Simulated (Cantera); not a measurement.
Input: 1 mol SO₂, 0.12 mol H₂, 1.9 mol O₂, held at 1625 °C.

These are equilibrium values from Cantera (NASA tables, ideal gas, pure condensed phases), not measurements of a reactor. Candidate condensed phases: H₂O, H₂SO₄, S; 19 gas species. The ideal-gas law is rough above about 30 bar. The numbers say what is thermodynamically allowed, not how fast it happens.

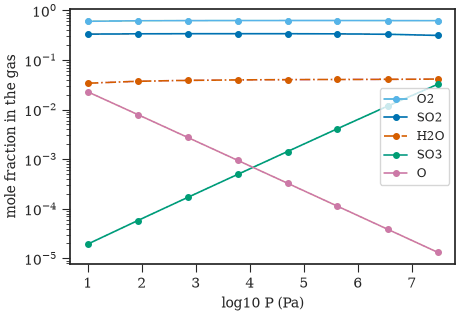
Figure. Equilibrium gas composition (values under 1e-9 drawn at 1e-9)

Problem. Read off the mole fractions at 375 Torr.

Solution. O₂ about 0.62, SO₂ about 0.34, H₂O about 0.040, SO₃ about 0.0014, O about 0.00033.
